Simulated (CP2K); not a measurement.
# GeH2Cl2O (SMILES [OH][GeH]([Cl])[Cl]) at revPBE-D3(BJ)/TZV2P-MOLOPT-PBE-GTH (core potential)

What is the energy change on altering one bond length of GeH2Cl2O at revPBE-D3(BJ)/TZV2P-MOLOPT-PBE-GTH (core potential)? 

Program for the calculation: CP2K 2026.2.

## 1. The molecule

GeH2Cl2O: 6 atoms, total charge 0, spin state singlet. SMILES: `[OH][GeH]([Cl])[Cl]`. The shape is that of a PBE0-D4/def2-TZVP optimisation. This is one conformer, not always the lowest.

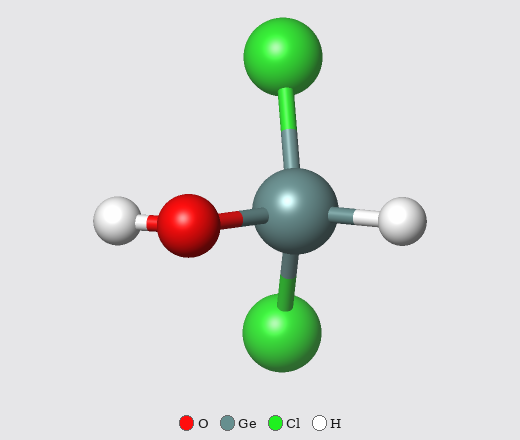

The structure, seen from a chosen angle (oxygen red, germanium teal, chlorine green, hydrogen white).

## 2. The energy at revPBE-D3(BJ)/TZV2P-MOLOPT-PBE-GTH (core potential)

The input, mol.inp:

```
&GLOBAL
   PROJECT mol
   RUN_TYPE ENERGY
   PRINT_LEVEL MEDIUM
&END GLOBAL

&FORCE_EVAL
   METHOD QS
   &DFT
      BASIS_SET_FILE_NAME BASIS_MOLOPT_UZH
      POTENTIAL_FILE_NAME POTENTIAL_UZH
      &QS
         METHOD GPW
         EPS_DEFAULT 1.0E-10
      &END QS
      # plane-wave cutoff in Ry
      &MGRID
         CUTOFF 400
         REL_CUTOFF 50
         NGRIDS 4
      &END MGRID
      # isolated system
      &POISSON
         PERIODIC NONE
         POISSON_SOLVER MULTIPOLE
      &END POISSON
      &SCF
         SCF_GUESS ATOMIC
         EPS_SCF 1.0E-06
         MAX_SCF 80
         ADDED_MOS 5
         &DIAGONALIZATION
            ALGORITHM STANDARD
         &END DIAGONALIZATION
         &MIXING
            METHOD BROYDEN_MIXING
            ALPHA 0.3
            NBUFFER 8
         &END MIXING
      &END SCF
      &XC
         &XC_FUNCTIONAL
            &PBE
               PARAMETRIZATION REVPBE
            &END PBE
         &END XC_FUNCTIONAL
         &VDW_POTENTIAL
            POTENTIAL_TYPE PAIR_POTENTIAL
            &PAIR_POTENTIAL
               TYPE DFTD3(BJ)
               PARAMETER_FILE_NAME dftd3.dat
               REFERENCE_FUNCTIONAL revPBE
               R_CUTOFF 15
            &END PAIR_POTENTIAL
         &END VDW_POTENTIAL
      &END XC
      # extra output
      &PRINT
         &MOMENTS
            PERIODIC F
            REFERENCE COM
            MAX_MOMENT 1
         &END MOMENTS
         &MO ON
            ENERGIES T
            OCCUPATION_NUMBERS T
            NDIGITS 6
            &EACH
               QS_SCF 0
            &END EACH
            ADD_LAST NUMERIC
         &END MO
         &HIRSHFELD OFF
         &END HIRSHFELD
      &END PRINT
   &END DFT
   &SUBSYS
      &CELL
         ABC 10.2 10 10.3
         PERIODIC NONE
      &END CELL
      &COORD
         O     -0.161000     1.291000    -0.614200
         Ge    -0.065400    -0.148800     0.378900
         Cl     1.948500    -0.862600     0.421700
         Cl    -1.252400    -1.700600    -0.487400
         H      0.126400     1.152000    -1.521000
         H     -0.554000     0.204900     1.775700
      &END COORD
      &TOPOLOGY
         &CENTER_COORDINATES
         &END CENTER_COORDINATES
      &END TOPOLOGY
      &KIND O
         BASIS_SET TZV2P-MOLOPT-PBE-GTH-q6
         POTENTIAL GTH-PBE-q6
      &END KIND
      &KIND Ge
         BASIS_SET TZV2P-MOLOPT-PBE-GTH-q4
         POTENTIAL GTH-PBE-q4
      &END KIND
      &KIND Cl
         BASIS_SET TZV2P-MOLOPT-PBE-GTH-q7
         POTENTIAL GTH-PBE-q7
      &END KIND
      &KIND H
         BASIS_SET TZV2P-MOLOPT-PBE-GTH-q1
         POTENTIAL GTH-PBE-q1
      &END KIND
   &END SUBSYS
&END FORCE_EVAL
```

Launch:

```
$ OMP_NUM_THREADS=1 cp2k.psmp mol.inp > mol.out
```

Standard output:

```text
CP2K| version string:                                       CP2K version 2026.2
[...]
 GLOBAL| Method name                                                        CP2K
[...]
 GLOBAL| Run type                                                         ENERGY
[...]
 DFT| Spin restricted Kohn-Sham (RKS) calculation                            RKS
 DFT| Multiplicity                                                             1
[...]
 DFT| Charge                                                                   0
[...]
 FUNCTIONAL| PBE:
[...]
 QS| Method:                                                                 GPW
[...]
 QS| Density cutoff [a.u.]:                                                200.0
[...]
 QS| Relative density cutoff [a.u.]:                                        25.0
[...]
                             - Atoms:                                          6
[...]
                             - Spherical basis functions:                    144
[...]
 Number of electrons:                                                         26
[...]
     1 NoMix/Diag. 0.30E+00    1.2     1.19043631       -51.0685408804 -5.11E+01
[...]
    21 Broy./Diag. 0.30E+00    1.5     0.00000039       -51.2422298170 -2.49E-07
  *** SCF run converged in    21 steps ***
[...]
  Overlap energy of the core charge distribution:               0.00000109144059
  Self energy of the core charge distribution:               -120.10913588758687
  Core Hamiltonian energy:                                     30.32632037457514
  Hartree energy:                                              49.85473040282757
  Exchange-correlation energy:                                -11.30134965205339
  Dispersion energy:                                           -0.01279614616795
  Total energy:                                               -51.24222981696492
[...]
                     Mulliken Population Analysis
 #  Atom  Element  Kind  Atomic population                           Net charge
       1     O        1          6.474656                             -0.474656
       2     Ge       2          2.827188                              1.172812
       3     Cl       3          7.355726                             -0.355726
       4     Cl       3          7.356776                             -0.356776
       5     H        4          0.886923                              0.113077
       6     H        4          1.098732                             -0.098732
 # Total charge                             26.000000                 -0.000000
[...]
  Dipole moment [Debye]
    X= -0.1529739E+00 Y=  0.5836558E+00 Z=  0.7516355E-02  Total=      0.6034166
 ENERGY| Total FORCE_EVAL ( QS ) energy [hartree]            -51.242229816964915
[...]
```

It took 32 s on 1 thread of Arm Neoverse V1, shared host; peak memory 1.4 GiB.

## 3. The distorted shape at the same level

The input, gas.inp:

```
&GLOBAL
 PROJECT_NAME gas
 RUN_TYPE ENERGY
 PRINT_LEVEL MEDIUM
&END GLOBAL

&FORCE_EVAL
 METHOD QUICKSTEP
 &DFT
  BASIS_SET_FILE_NAME BASIS_MOLOPT_UZH
  POTENTIAL_FILE_NAME POTENTIAL_UZH
  &QS
   METHOD GPW
   EPS_DEFAULT 1.0E-10
  &END QS
  ! plane-wave cutoff in Ry
  &MGRID
   CUTOFF 400
   REL_CUTOFF 50
   NGRIDS 4
  &END MGRID
  &POISSON
   PERIODIC NONE
   POISSON_SOLVER MULTIPOLE
  &END POISSON
  ! SCF settings
  &SCF
   SCF_GUESS ATOMIC
   EPS_SCF 1.0E-06
   MAX_SCF 40
   &OT
    MINIMIZER DIIS
    PRECONDITIONER FULL_ALL
   &END OT
   &OUTER_SCF
    EPS_SCF 1.0E-06
    MAX_SCF 8
   &END OUTER_SCF
  &END SCF
  &XC
   &XC_FUNCTIONAL
    &PBE
     PARAMETRIZATION REVPBE
    &END PBE
   &END XC_FUNCTIONAL
   &VDW_POTENTIAL
    POTENTIAL_TYPE PAIR_POTENTIAL
    &PAIR_POTENTIAL
     TYPE DFTD3(BJ)
     PARAMETER_FILE_NAME dftd3.dat
     REFERENCE_FUNCTIONAL revPBE
     R_CUTOFF 15
    &END PAIR_POTENTIAL
   &END VDW_POTENTIAL
  &END XC
  &PRINT
   &MOMENTS
    PERIODIC F
    REFERENCE COM
    MAX_MOMENT 1
   &END MOMENTS
   &MO_CUBES
    NLUMO 3
    NHOMO -1
    WRITE_CUBE F
   &END MO_CUBES
   &HIRSHFELD OFF
   &END HIRSHFELD
  &END PRINT
 &END DFT
 ! structure
 &SUBSYS
  ! vacuum box
  &CELL
   ABC 11.2 10 10.3
   PERIODIC NONE
  &END CELL
  &COORD
   UNIT bohr
   O     -2.2070546     3.1140608    -1.2011080
   Ge    -2.0263968     0.3932331     0.6755790
   Cl     3.6821314    -1.6300778     0.7968975
   Cl    -4.2695017    -2.5392439    -0.9614908
   H     -1.6639473     2.8513889    -2.9147117
   H     -2.9497170     1.0616292     3.3151484
  &END COORD
  &TOPOLOGY
   &CENTER_COORDINATES
   &END CENTER_COORDINATES
  &END TOPOLOGY
  &KIND O
   BASIS_SET TZV2P-MOLOPT-PBE-GTH-q6
   POTENTIAL GTH-PBE-q6
  &END KIND
  &KIND Ge
   BASIS_SET TZV2P-MOLOPT-PBE-GTH-q4
   POTENTIAL GTH-PBE-q4
  &END KIND
  &KIND Cl
   BASIS_SET TZV2P-MOLOPT-PBE-GTH-q7
   POTENTIAL GTH-PBE-q7
  &END KIND
  &KIND H
   BASIS_SET TZV2P-MOLOPT-PBE-GTH-q1
   POTENTIAL GTH-PBE-q1
  &END KIND
 &END SUBSYS
&END FORCE_EVAL
```

Launch:

```
$ OMP_NUM_THREADS=1 cp2k.psmp gas.inp > gas.out
```

Standard output (excerpt; [...] marks lines left out):

```text
CP2K| version string:                                       CP2K version 2026.2
[...]
 GLOBAL| Method name                                                        CP2K
[...]
 GLOBAL| Run type                                                         ENERGY
[...]
 DFT| Spin restricted Kohn-Sham (RKS) calculation                            RKS
 DFT| Multiplicity                                                             1
[...]
 DFT| Charge                                                                   0
[...]
 FUNCTIONAL| PBE:
[...]
 QS| Method:                                                                 GPW
[...]
 QS| Density cutoff [a.u.]:                                                200.0
[...]
 QS| Relative density cutoff [a.u.]:                                        25.0
[...]
                             - Atoms:                                          6
[...]
                             - Spherical basis functions:                    144
[...]
 Number of electrons:                                                         26
[...]
     1 OT DIIS     0.15E+00    1.4     0.12479432       -49.4304512087 -4.94E+01
[...]
     1 OT DIIS     0.15E+00    2.9     0.00000087       -51.1611868327 -3.81E-11
  *** SCF run converged in     1 steps ***
[...]
  Overlap energy of the core charge distribution:               0.00000107313368
  Self energy of the core charge distribution:               -120.10913588758687
  Core Hamiltonian energy:                                     30.06567035068873
  Hartree energy:                                              50.06546150395246
  Exchange-correlation energy:                                -11.17212480103704
  Dispersion energy:                                           -0.01105907189926
  Total energy:                                               -51.16118683274831
[...]
                     Mulliken Population Analysis
 #  Atom  Element  Kind  Atomic population                           Net charge
       1     O        1          6.436908                             -0.436908
       2     Ge       2          2.943742                              1.056258
       3     Cl       3          7.384084                             -0.384084
[...]
  Dipole moment [Debye]
    X= -0.4368392E+01 Y=  0.1881739E+01 Z= -0.4598473E+00  Total=      4.7786237
[...]
 HOMO - LUMO gap [eV] :    1.169334
 ENERGY| Total FORCE_EVAL ( QS ) energy [hartree]            -51.161186832748314
[...]
```

It took 64 s on 1 thread of Arm Neoverse V1, shared host; peak memory 0.87 GiB.

## 4. Summary of results

Level: revPBE-D3(BJ)/TZV2P-MOLOPT-PBE-GTH (core potential).

```
                                                           quantity          value
                                          first shape: total energy   -51.24223 Eh
                                         first shape: dipole moment         0.60 D
                                           first shape: HOMO energy       -7.63 eV
                                           first shape: LUMO energy       -1.95 eV
                                         first shape: HOMO–LUMO gap        5.68 eV
                                     first shape: dispersion energy  -33.60 kJ/mol
                                      distorted shape: total energy   -51.16119 Eh
                                     distorted shape: dipole moment         4.78 D
                                       distorted shape: HOMO energy       -6.27 eV
                                       distorted shape: LUMO energy       -5.10 eV
                                     distorted shape: HOMO–LUMO gap        1.17 eV
                                 distorted shape: dispersion energy  -29.04 kJ/mol
energy change with the Ge2–Cl3 bond stretched from 2.137 to 3.206 Å       2.205 eV
```

With the Ge2–Cl3 bond stretched from 2.137 to 3.206 Å the energy rises by 2.21 eV (213 kJ/mol). The first shape isn't relaxed at this level, so the change isn't measured from a minimum. A restricted reference can't describe the breaking bond well at this length.
